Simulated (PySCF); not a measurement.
**Tc⁺: atomic calculation**

- system: Tc⁺, configuration 1s2 2s2 2p6 3s2 3p6 3d10 4s2 4p6 4d5 5s1, multiplicity 7.
- method: unrestricted M06-2X, x2c-SVPall, spin-free X2C-1e, Gaussian nucleus (PySCF)

### Results in brief

| quantity | value |
| --- | --- |
| outcome | converged |
| total energy | −4284.9025 hartree |
| ⟨S²⟩ | 12.000 |
| SCF iterations | 6 |
| hardware | 1 thread of Arm Neoverse N1, 40 GiB of memory available, shared host |
| wall time | 3.3 s |

### Remarks

Radii and densities are those of the two-component orbitals, without the picture-change correction, so the innermost s shells come out slightly too small (about 1 % for 1s near Z = 40, more for heavier atoms).

### The input
```python
from pyscf import gto, scf, dft, mp, cc
import basis_set_exchange as bse
mol = gto.M(atom="Tc 0 0 0", charge=1, spin=6, symmetry="D2h",
            basis=gto.basis.parse(bse.get_basis("x2c-SVPall", elements=["Tc"], fmt="nwchem", header=False)),
            nucmod="G")
mf = dft.UKS(mol, xc="M062X").sfx2c1e()
mf.irrep_nelec = {'Ag': (9, 6), 'B1g': (2, 1), 'B2g': (2, 1), 'B3g': (2, 1), 'B1u': (3, 3), 'B2u': (3, 3), 'B3u': (3, 3)}
mf.kernel()
```

The script is an equivalent of what the driver set up; the driver started from orbitals of its own, so the log can be shorter than this script's would be, and it computed the properties (radii, ⟨L²⟩, response) afterwards. It held the occupations shell by shell, which the script's counts by irreducible representation don't always enforce.

Launched within a batch (the task file carries these settings):
```bash
OMP_NUM_THREADS=1 python <driver script> TASK.json OUT
```

### Output (extracts)
```
damping factor = 0
level_shift factor = 0
DIIS = <class 'pyscf.scf.diis.CDIIS'>
diis_start_cycle = 1
diis_space = 10
diis_damp = 0
SCF conv_tol = 1e-09
SCF conv_tol_grad = None
number electrons alpha = 24  beta = 18
XC functionals = M062X
    Y. Zhao and D. G. Truhlar.,  Theor. Chem. Acc. 120, 215 (2008)
    Y. Zhao and D. G. Truhlar.,  Theor. Chem. Acc. 120, 215 (2008)
cycle= 1 E= -4284.90247469267  delta_E= -0.00259  |g|= 0.00872  |ddm|= 0.183
cycle= 2 E= -4284.90251934751  delta_E= -4.47e-05  |g|= 0.00126  |ddm|= 0.0472
cycle= 3 E= -4284.9025208217  delta_E= -1.47e-06  |g|= 0.000327  |ddm|= 0.0101
cycle= 4 E= -4284.90252087444  delta_E= -5.27e-08  |g|= 8.04e-05  |ddm|= 0.00181
cycle= 5 E= -4284.90252087991  delta_E= -5.47e-09  |g|= 2e-05  |ddm|= 0.000579
cycle= 6 E= -4284.90252088009  delta_E= -1.86e-10  |g|= 7.85e-07  |ddm|= 0.000128
converged SCF energy = -4284.90252088009  <S^2> = 12.000254  2S+1 = 7.0000726
```

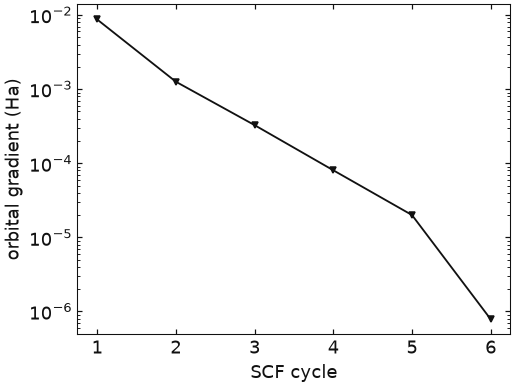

**Figure 1.** Convergence: orbital gradient against the SCF cycle. The residual falls at every step. It goes from 0.0087 to 7.9×10⁻⁷ in 6 steps.

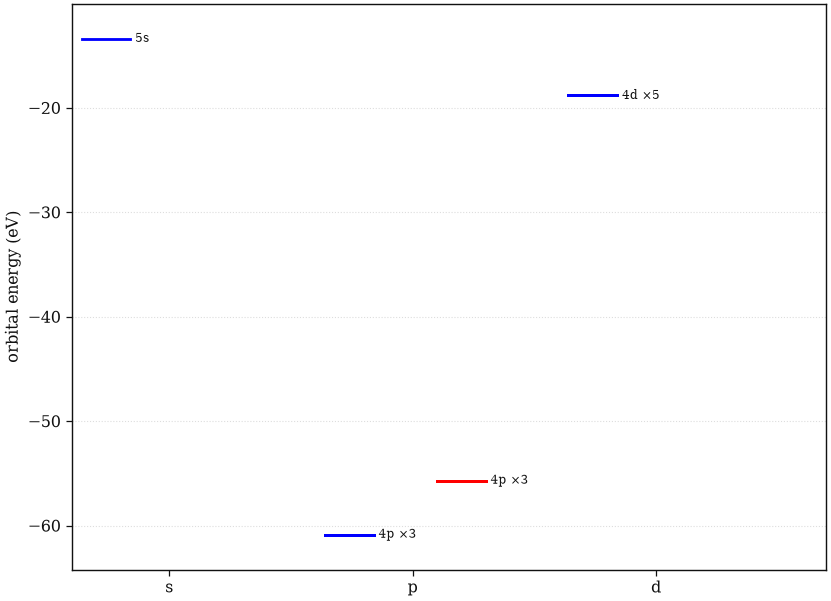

**Figure 2.** Orbital energies of the mean field, from the top down to −60.9 eV, by angular momentum, α spin at the left of each column and β at the right; ×n counts the orbitals under one label. The highest filled orbital is 5s α at −13.4 eV, the lowest empty one d β at −8.88 eV.

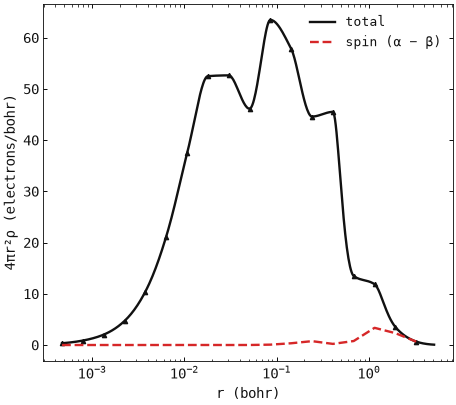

**Figure 3.** Spherically averaged radial density 4πr²ρ of the mean field and its spin part; markers are the stored points, which are sparse, and the line is a monotone interpolation between them. The largest stored value is 63.5 electrons/bohr at r = 0.086 bohr. Root-mean-square radii of the shells: 3s 0.443, 3p 0.448, 4s 1.13, 4p 1.26, 4d 1.79, 5s 3.28 bohr.
